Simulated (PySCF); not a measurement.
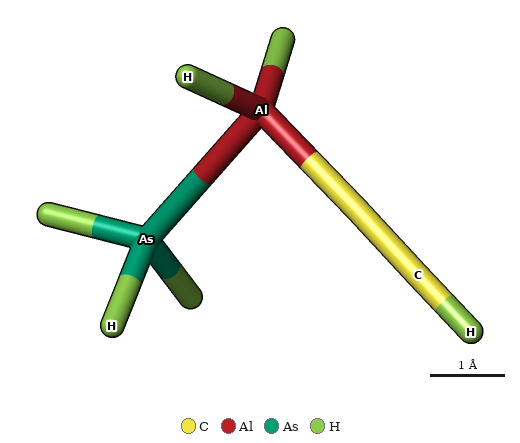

Fig. 1: The structure as given in the input (stick view, seen at a tilt). Sticks mark near contacts.

Excited-state calculation of C₂H₆AlAs

System: C₂H₆AlAs, SMILES C#[C][AlH2-][AsH3+].
Method: TDDFT HF/def2-SVPD, vertical, gas phase, core orbitals frozen in the response (PySCF 2.14.0).

The geometry comes from this level: PBE0-D3(BJ)/def2-SVP.

### The program's output
```
final grid: 79616 points
cycle   1  E = -2554.8082522692  dE = -7.581e-01  |g| = 3.543e-01  |ddm| = 4.481e+00
cycle   2  E = -2554.8620303564  dE = -5.378e-02  |g| = 1.449e-01  |ddm| = 1.366e+00
cycle   3  E = -2554.8677360148  dE = -5.706e-03  |g| = 7.557e-02  |ddm| = 4.674e-01
cycle   4  E = -2554.8694597727  dE = -1.724e-03  |g| = 1.527e-02  |ddm| = 2.500e-01
cycle   5  E = -2554.8695331425  dE = -7.337e-05  |g| = 4.726e-03  |ddm| = 4.861e-02
cycle   6  E = -2554.8695416124  dE = -8.470e-06  |g| = 1.241e-03  |ddm| = 1.355e-02
cycle   7  E = -2554.8695428905  dE = -1.278e-06  |g| = 4.165e-04  |ddm| = 5.225e-03
cycle   8  E = -2554.8695431074  dE = -2.169e-07  |g| = 2.231e-04  |ddm| = 1.684e-03
cycle   9  E = -2554.8695431969  dE = -8.948e-08  |g| = 1.073e-04  |ddm| = 7.523e-04
cycle  10  E = -2554.8695432226  dE = -2.571e-08  |g| = 2.623e-05  |ddm| = 4.733e-04
cycle  11  E = -2554.8695432237  dE = -1.101e-09  |g| = 5.336e-06  |ddm| = 1.403e-04
cycle  12  E = -2554.8695432237  dE = -2.183e-11  |g| = 1.951e-06  |ddm| = 2.333e-05
converged SCF energy = -2554.8695432237

Static polarisability (au): isotropic 81.379, principal 67.867 81.516 94.756

Singlet excitations
state   eV       nm        f      main configurations
  1   5.3637    231.2   0.00005   H-1->L+7 0.12, H->L+3 0.11, H->L+13 0.11
  2   5.8899    210.5   0.00611   H->L+7 0.25, H-1->L+3 0.10, H->L+12 0.08
  3   5.9374    208.8   0.00072   H-1->L+7 0.43, H-1->L+12 0.15
  4   7.5720    163.7   0.00318   H-2->L+1 0.20, H->L+1 0.20, H-3->L+2 0.15
  5   7.7931    159.1   0.01938   H-1->L+3 0.37, H-1->L+1 0.24, H-3->L+3 0.10
  6   7.9349    156.3   0.02710   H->L 0.29, H->L+3 0.24, H->L+1 0.14
  7   8.0301    154.4   0.22544   H-1->L 0.58, H-1->L+4 0.11
  8   8.0975    153.1   0.01573   H-1->L+2 0.23, H-3->L+2 0.21, H->L 0.15
  9   8.3051    149.3   0.51338   H-1->L+1 0.28, H-3->L+3 0.21
 10   8.5298    145.4   0.00205   H->L+3 0.17, H-2->L+1 0.13, H->L 0.11

Triplet excitations (Tamm-Dancoff, eV): 4.1465 4.9558 4.9756 5.7862
Vertical ionisation energy (delta-SCF) = 8.6727 eV
```

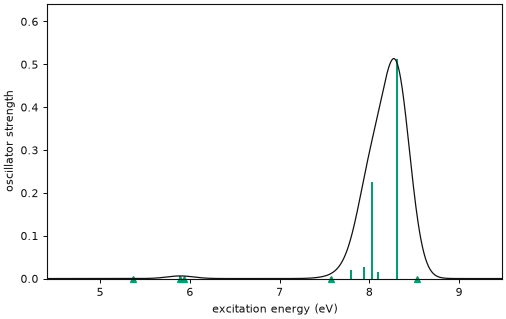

Fig. 2: Computed excitations as sticks (degenerate states added up, dark ones marked on the axis), with a Gaussian envelope of 0.35 eV full width at half maximum, scaled to the tallest. Of the 10 states the lowest lies at 5.36 eV (f = 0.000); the strongest line is at 8.31 eV, or 149 nm (f = 0.513).

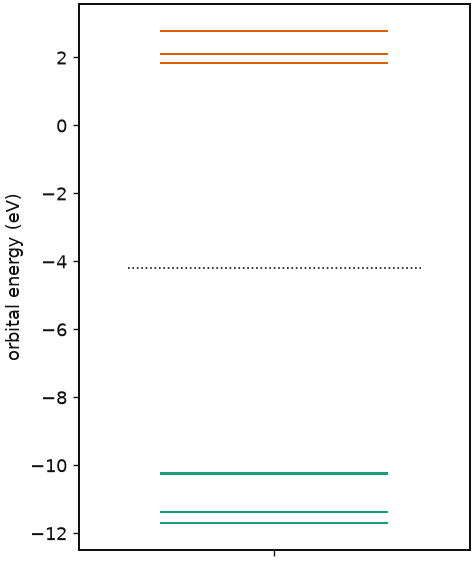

Fig. 3: Orbital energies near the frontier; the dotted line parts filled from empty levels, and levels within 0.02 eV of each other stand side by side. Highest filled −10.22 eV, lowest empty 1.84 eV, 12.06 eV apart.

This output came from the following input.

### The input
```
{"job": {"kind": "uv", "xc": "HF", "basis": "def2-SVPD", "ip": true}, "charge": 0, "multiplicity": 1}
C      1.686456    -2.072265     0.250157
C      1.447266    -0.898712     0.004675
Al     1.021251     0.954377    -0.378088
As    -1.533300     0.546220     0.084077
H      1.910526    -3.102887     0.463533
H      0.929004     1.394083    -1.907155
H      1.308780     2.030854     0.761757
H     -2.225838    -0.515761    -0.733934
H     -1.898344     0.026224     1.452843
H     -2.595469     1.616776    -0.018925
```

The first line tells a small driver script what to run in PySCF; the rest is the geometry in Å.

Launch command:
```bash
OMP_NUM_THREADS=1 python <driver script> task.json out
```

### Key numbers

```tsv
quantity	value
outcome	converged
total energy	−2554.869543 hartree
HOMO	−10.22 eV
LUMO	1.84 eV
dipole moment	4.07 D
mean polarisability	81.38 a.u.
vertical ionisation energy	8.67 eV
lowest singlet excitation	5.36 eV
hardware	1 CPU thread, shared host
wall time	20 s
peak memory	0.75 GiB
```

Spin–orbit coupling is left out, which matters for the heavy atoms.
